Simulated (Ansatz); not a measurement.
C2H6BFS: geometry relaxation (part 2 of 2)

C2H6BFS; RKS PBE-D4/def2-SVP (Ansatz 0.2.0). The geometry: force-field start.

Geometry of the input (Å):
```
B  -0.7949  1.3683  0.0411
C  -0.2205  0.0944  0.6784
C  0.8827  -0.4875  -0.1847
F  1.6321  -1.4709  0.5435
S  0.2899  -1.2123  -1.7455
H  -0.7970  2.4567  0.6087
H  -1.3481  1.3640  -1.0206
H  -0.9806  -0.6399  0.8162
H  0.1890  0.3843  1.7211
H  1.6626  0.3013  -0.3885
H  -0.4497  -2.2154  -1.0491
```

### Trajectory as extended XYZ, continued
```
11
Properties=species:S:1:pos:R:3:forces:R:3 step=5 energy=-16380.52941
B    -0.8844    1.3775    0.0451    0.0960   0.0647   0.0158
C    -0.0911    0.1842    0.6733    0.1470   0.0036  -0.1030
C     0.9686   -0.5591   -0.1478   -0.1701   0.3018  -0.2106
F     1.5672   -1.5047    0.6588    0.0984  -0.2001   0.1359
S     0.3856   -1.2954   -1.7193   -0.1176  -0.0725   0.1139
H    -1.1812    2.3422    0.7329   -0.0883  -0.1197  -0.0258
H    -1.2403    1.3403   -1.1144   -0.0027   0.0261  -0.0559
H    -0.9145   -0.5438    0.8910   -0.0692  -0.0193   0.1047
H     0.3584    0.4345    1.6559    0.0104  -0.0239   0.0391
H     1.7588    0.1480   -0.4909    0.0140  -0.0228   0.0460
H    -0.6615   -1.9805   -1.1640    0.0820   0.0620  -0.0600
11
Properties=species:S:1:pos:R:3:forces:R:3 step=7 energy=-16380.58252
B    -0.8762    1.3807    0.0390    0.0690   0.0395  -0.1975
C    -0.0457    0.2106    0.6530   -0.1424   0.0628   0.0659
C     0.9691   -0.5640   -0.1770   -0.1240  -0.1237   0.1449
F     1.5549   -1.5309    0.6361    0.0371   0.0248  -0.0145
S     0.3072   -1.3257   -1.7023    0.0489   0.0608  -0.0863
H    -1.5041    2.1177    0.7837    0.0228  -0.0923  -0.0465
H    -0.9529    1.5393   -1.1715   -0.0027   0.0330   0.1634
H    -0.8791   -0.4781    0.9669    0.0852  -0.0395  -0.0026
H     0.4196    0.4928    1.6241    0.0071   0.0119  -0.0039
H     1.7799    0.1108   -0.5321   -0.0227  -0.0226  -0.0874
H    -0.7072   -2.0102   -1.0993    0.0216   0.0454   0.0645
11
Properties=species:S:1:pos:R:3:forces:R:3 step=9 energy=-16380.60142
B    -0.8641    1.3652    0.0066    0.0793   0.4852  -0.0761
C    -0.0827    0.1829    0.6601   -0.0360  -0.3712  -0.0428
C     0.9311   -0.5691   -0.1857    0.2966   0.0634   0.0001
F     1.5980   -1.5092    0.5981   -0.0943   0.0895  -0.0497
S     0.2307   -1.3389   -1.6822   -0.0999  -0.0697  -0.0255
H    -1.6706    1.9535    0.7268    0.0602  -0.1304  -0.2955
H    -0.6399    1.7809   -1.1418   -0.1359  -0.2180   0.4962
H    -0.8352   -0.5489    1.0571    0.0702   0.1143  -0.0094
H     0.4189    0.5470    1.5910   -0.0602   0.0716  -0.0412
H     1.6962    0.1246   -0.6047   -0.0085   0.0183   0.0698
H    -0.7169   -2.0451   -1.0048   -0.0715  -0.0530  -0.0258
11
Properties=species:S:1:pos:R:3:forces:R:3 step=10 energy=-16380.60139 accepted=F
B    -0.8252    1.3901    0.0274   -0.5682   0.0406  -0.3890
C    -0.0656    0.1831    0.6643    0.0362  -0.0589   0.0867
C     0.9437   -0.5645   -0.1910    0.0781  -0.0500   0.1362
F     1.6018   -1.5108    0.5908   -0.0120   0.0609  -0.0635
S     0.2059   -1.3375   -1.6720   -0.0170  -0.0236  -0.1088
H    -1.7517    1.8942    0.6770    0.4102  -0.0469  -0.2179
H    -0.6106    1.7881   -1.1301    0.0384  -0.0567   0.5858
H    -0.8271   -0.5384    1.0611    0.0934   0.1116  -0.0543
H     0.4362    0.5423    1.5976   -0.0041   0.0251  -0.0170
H     1.7122    0.1256   -0.6098   -0.0414  -0.0097   0.0124
H    -0.7541   -2.0292   -0.9946   -0.0135   0.0076   0.0294
11
Properties=species:S:1:pos:R:3:forces:R:3 step=11 energy=-16380.62215
B    -0.8545    1.3675    0.0126    0.0482   0.2049  -0.0796
C    -0.0848    0.1722    0.6606    0.0119  -0.1143  -0.0405
C     0.9335   -0.5699   -0.1888    0.1279   0.0720   0.0179
F     1.6056   -1.5079    0.5876   -0.0387   0.0555  -0.0353
S     0.2149   -1.3411   -1.6804   -0.0593  -0.0577  -0.0354
H    -1.7036    1.9270    0.6941    0.0297  -0.0593  -0.1638
H    -0.5946    1.7947   -1.1116   -0.0693  -0.0950   0.2899
H    -0.8291   -0.5503    1.0752    0.0256   0.0096   0.0120
H     0.4201    0.5641    1.5786   -0.0213   0.0322   0.0065
H     1.6896    0.1353   -0.6067   -0.0231  -0.0312   0.0396
H    -0.7318   -2.0486   -1.0005   -0.0315  -0.0168  -0.0112
11
Properties=species:S:1:pos:R:3:forces:R:3 step=13 energy=-16380.64800
B    -0.8394    1.3589    0.0108    0.0147   0.0403  -0.0066
C    -0.0881    0.1570    0.6703    0.0063  -0.0318   0.0305
C     0.9243   -0.5668   -0.1995    0.0150   0.0050   0.0277
F     1.6302   -1.4971    0.5495   -0.0025   0.0221  -0.0177
S     0.1521   -1.3514   -1.6686   -0.0250   0.0060   0.0170
H    -1.8311    1.8123    0.5545    0.0022  -0.0193  -0.0491
H    -0.4091    1.9091   -0.9894   -0.0095  -0.0262   0.0564
H    -0.7924   -0.5716    1.1310    0.0001  -0.0152  -0.0157
H     0.4346    0.6039    1.5575    0.0067   0.0162  -0.0386
H     1.6534    0.1492   -0.6413    0.0003  -0.0070   0.0012
H    -0.7690   -2.0606   -0.9544   -0.0082   0.0099  -0.0050
11
Properties=species:S:1:pos:R:3:forces:R:3 step=15 energy=-16380.65279
B    -0.8302    1.3175   -0.0048   -0.2994   0.2447  -0.1029
C    -0.0734    0.1447    0.7040    0.0560   0.0623   0.1241
C     0.9248   -0.5618   -0.1918    0.0087   0.0213  -0.0054
F     1.6523   -1.5084    0.5080   -0.0121   0.0001  -0.0113
S     0.0869   -1.3011   -1.6530    0.0045   0.0015  -0.0234
H    -1.9472    1.6831    0.3900    0.4427  -0.1386  -0.1859
H    -0.2726    1.9454   -0.9062   -0.1641  -0.1231   0.2281
H    -0.7462   -0.5924    1.1923   -0.0043  -0.0110  -0.0096
H     0.4703    0.6433    1.5516   -0.0125  -0.0419  -0.0309
H     1.6379    0.1640   -0.6437    0.0023  -0.0129   0.0050
H    -0.8371   -1.9913   -0.9259   -0.0218  -0.0024   0.0121
11
Properties=species:S:1:pos:R:3:forces:R:3 step=16 energy=-16380.66441
B    -0.8262    1.3086   -0.0076   -0.1510   0.0269  -0.1825
C    -0.0588    0.1526    0.7188   -0.0058  -0.0209   0.1555
C     0.9252   -0.5580   -0.1890    0.0501   0.0164   0.0417
F     1.6500   -1.5158    0.4983   -0.0133  -0.0070  -0.0139
S     0.0667   -1.2813   -1.6467   -0.0085   0.0307  -0.0288
H    -1.9641    1.6166    0.3166    0.1401  -0.0142  -0.0238
H    -0.2625    1.9575   -0.8770   -0.0379  -0.0220   0.0952
H    -0.7305   -0.5885    1.2056    0.0209   0.0209  -0.0204
H     0.4899    0.6469    1.5634    0.0183  -0.0347  -0.0359
H     1.6422    0.1611   -0.6436    0.0109   0.0090  -0.0088
H    -0.8664   -1.9568   -0.9180   -0.0239  -0.0051   0.0218
11
Properties=species:S:1:pos:R:3:forces:R:3 step=17 energy=-16380.65269 accepted=F
B    -0.8520    1.2233   -0.0791    0.6979   0.4774   0.2866
C    -0.0337    0.1571    0.7490   -0.1605  -0.1985  -0.0016
C     0.9341   -0.5518   -0.1764    0.0578  -0.0806   0.2000
F     1.6512   -1.5393    0.4760   -0.0308   0.0270  -0.0805
S     0.0171   -1.2219   -1.6290   -0.0830   0.1091  -0.0418
H    -1.9971    1.4926    0.1761   -0.3654  -0.1449  -0.1371
H    -0.2142    2.0001   -0.7849   -0.1766  -0.2522  -0.1191
H    -0.6826   -0.5962    1.2515    0.0834   0.0230  -0.0297
H     0.5249    0.6800    1.5653   -0.0416   0.0212  -0.0829
H     1.6565    0.1584   -0.6343    0.0151   0.0276  -0.0169
H    -0.9387   -1.8592   -0.8936    0.0037  -0.0090   0.0231
11
Properties=species:S:1:pos:R:3:forces:R:3 step=19 energy=-16380.68647
B    -0.8297    1.2522   -0.0481    0.0510  -0.0545  -0.0186
C    -0.0332    0.1570    0.7634    0.0047   0.0299   0.0311
C     0.9315   -0.5458   -0.1700    0.0319  -0.0574   0.0751
F     1.6447   -1.5472    0.4642   -0.0546   0.0486  -0.0661
S     0.0056   -1.1878   -1.6331   -0.0335   0.0493  -0.0065
H    -2.0011    1.4935    0.1750   -0.0069  -0.0446  -0.0369
H    -0.2276    1.9484   -0.8466   -0.0063   0.0042  -0.0006
H    -0.6894   -0.5943    1.2540    0.0224   0.0225   0.0046
H     0.5316    0.6659    1.5828   -0.0072  -0.0080   0.0004
H     1.6555    0.1685   -0.6212    0.0063   0.0064   0.0072
H    -0.9224   -1.8675   -0.8997   -0.0079   0.0036   0.0103
11
Properties=species:S:1:pos:R:3:forces:R:3 step=21 energy=-16380.74423
B    -0.8161    1.1789   -0.0964   -0.0043  -0.1149  -0.0948
C     0.0083    0.1751    0.8220   -0.0412  -0.0286   0.0037
C     0.9311   -0.5350   -0.1435    0.0876  -0.0915   0.0385
F     1.6115   -1.5984    0.4124   -0.0617   0.0463  -0.0388
S    -0.0779   -1.0601   -1.6149   -0.0581   0.2076   0.1106
H    -2.0310    1.2637   -0.0453    0.0580  -0.0524  -0.0316
H    -0.1991    1.9807   -0.7780   -0.0110  -0.0219  -0.0105
H    -0.6290   -0.5795    1.3304    0.0049   0.0262   0.0192
H     0.5932    0.7060    1.6060    0.0215   0.0041   0.0076
H     1.6731    0.1620   -0.5901    0.0211   0.0222  -0.0123
H    -0.9986   -1.7504   -0.8820   -0.0168   0.0029   0.0085
11
Properties=species:S:1:pos:R:3:forces:R:3 step=22 energy=-16380.80237
B    -0.8075    1.1142   -0.1380   -0.0411  -0.1200  -0.2294
C     0.0338    0.1829    0.8607   -0.0548  -0.0012  -0.0585
C     0.9369   -0.5257   -0.1208    0.0767  -0.1851   0.0652
F     1.5855   -1.6360    0.3774   -0.1010   0.1226  -0.0937
S    -0.1385   -0.9439   -1.5959   -0.0169   0.2780   0.2009
H    -2.0342    1.1152   -0.1724    0.2479  -0.0134   0.0303
H    -0.1923    1.9743   -0.7615   -0.1179  -0.1167   0.0475
H    -0.5913   -0.5729    1.3815    0.0045   0.0193   0.0310
H     0.6269    0.7341    1.6211   -0.0126   0.0134   0.0167
H     1.6929    0.1607   -0.5604    0.0202   0.0021  -0.0131
H    -1.0467   -1.6600   -0.8711   -0.0050   0.0011   0.0031
11
Properties=species:S:1:pos:R:3:forces:R:3 step=23 energy=-16380.88004
B    -0.7890    1.0110   -0.2099   -0.0959  -0.0566  -0.2898
C     0.0587    0.1891    0.9001    0.0179  -0.0120  -0.1387
C     0.9503   -0.5161   -0.0894    0.1457  -0.3495   0.1782
F     1.5504   -1.6865    0.3324   -0.1933   0.3229  -0.2204
S    -0.2141   -0.7694   -1.5628    0.0735   0.1568   0.3362
H    -2.0122    0.9604   -0.2743    0.1830   0.1253   0.1428
H    -0.2042    1.9366   -0.7716   -0.1370  -0.1426   0.0390
H    -0.5537   -0.5651    1.4373   -0.0012   0.0104   0.0283
H     0.6434    0.7784    1.6374   -0.0655  -0.0085  -0.0085
H     1.7254    0.1560   -0.5191    0.0122  -0.0448  -0.0001
H    -1.0895   -1.5513   -0.8596    0.0605  -0.0013  -0.0669
11
Properties=species:S:1:pos:R:3:forces:R:3 step=25 energy=-16380.90464
B    -0.7930    0.9967   -0.2379   -0.0105  -0.2153  -0.1938
C     0.0565    0.1809    0.8759    0.1747   0.1902   0.4613
C     0.9791   -0.5313   -0.0753   -0.1413  -0.0118   0.0176
F     1.5595   -1.7072    0.3166   -0.0822   0.1249  -0.0436
S    -0.2198   -0.7202   -1.5155   -0.0727   0.0485  -0.3577
H    -2.0128    1.0094   -0.2036    0.0444   0.0467  -0.0057
H    -0.2254    1.9229   -0.8069   -0.0233  -0.0819   0.0086
H    -0.5683   -0.5591    1.4212    0.0222  -0.0329  -0.0557
H     0.5991    0.7909    1.6276    0.0271  -0.0198   0.0510
H     1.7540    0.1391   -0.5105    0.0190  -0.0369   0.0480
H    -1.0635   -1.5792   -0.8711    0.0425  -0.0117   0.0700
11
Properties=species:S:1:pos:R:3:forces:R:3 step=27 energy=-16380.92634
B    -0.7955    0.9609   -0.2512   -0.0332  -0.0174  -0.0367
C     0.0655    0.1943    0.9074   -0.0272   0.0348  -0.0117
C     0.9672   -0.5140   -0.0662    0.0098   0.0322  -0.0254
F     1.5132   -1.7130    0.2842    0.0239  -0.0554   0.0409
S    -0.2465   -0.6634   -1.5228   -0.0581  -0.0775  -0.0175
H    -2.0142    1.0151   -0.2085    0.0414   0.0210   0.0254
H    -0.2227    1.8670   -0.8444   -0.0003   0.0455   0.0624
H    -0.5510   -0.5563    1.4469    0.0021   0.0002  -0.0072
H     0.6164    0.8043    1.6522   -0.0066   0.0035  -0.0082
H     1.7616    0.1432   -0.4839   -0.0088  -0.0075  -0.0041
H    -1.0285   -1.5952   -0.8931    0.0572   0.0205  -0.0179
11
Properties=species:S:1:pos:R:3:forces:R:3 step=28 energy=-16380.92814
B    -0.7966    0.9653   -0.2520   -0.0078  -0.0150  -0.0047
C     0.0636    0.1952    0.9018   -0.0061   0.0006   0.0015
C     0.9663   -0.5168   -0.0689    0.0198   0.0052   0.0035
F     1.5135   -1.7150    0.2915   -0.0140   0.0159  -0.0014
S    -0.2453   -0.6741   -1.5270   -0.0153  -0.0092  -0.0006
H    -2.0139    1.0196   -0.2049    0.0122   0.0038   0.0078
H    -0.2244    1.8830   -0.8277   -0.0004  -0.0045   0.0012
H    -0.5533   -0.5541    1.4422    0.0043  -0.0033  -0.0004
H     0.6154    0.8059    1.6454   -0.0055   0.0023  -0.0022
H     1.7606    0.1388   -0.4890    0.0009  -0.0127   0.0019
H    -1.0204   -1.6048   -0.8908    0.0121   0.0166  -0.0065
```

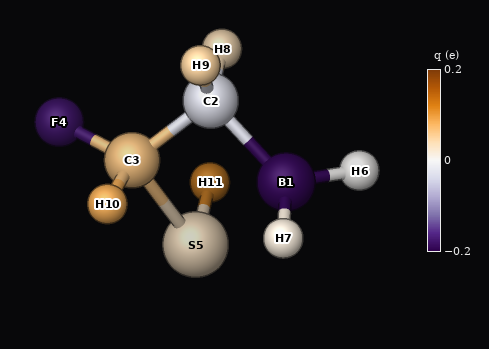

Fig. 1: Mulliken charges, as the colour of each atom (ball-and-stick view, seen at a tilt; atoms are numbered from 1 in the order of the input). By element: B −0.19, C −0.03 to +0.06, F −0.17, S +0.03 and H 0.00 to +0.11 e.
